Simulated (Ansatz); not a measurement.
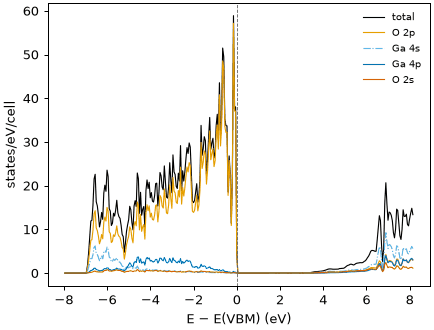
Fig. 1. Total and projected density of states of Ga₂O₃ in space group Pna2_1 (No. 33; Pearson symbol oP40), r²SCAN in the plane-wave PAW code Ansatz

Task: Which orbitals carry the states next to the gap?

Result: Top 1 eV of the valence band: O 2p 95 %. Bottom 1 eV of the conduction band: Ga 4s 49 %, O 2s 30 %, O 2p 12 %, Ga 4p 8 %. Projections are on Löwdin-orthogonalised atomic valence shells; empty p or d shells of many metals are not among them.

The start of the workflow was typed in or built on a structure type; neither database checked (COD, Materials Project) lists it. It is not the phase usual at ambient conditions (space group No. 12, 167). Symmetry was held in the r²SCAN relaxation; its stability against distortions is not shown here. Spin–orbit coupling is left out wherever it is not named.

Potentials: the later of the program's two PAW sets.
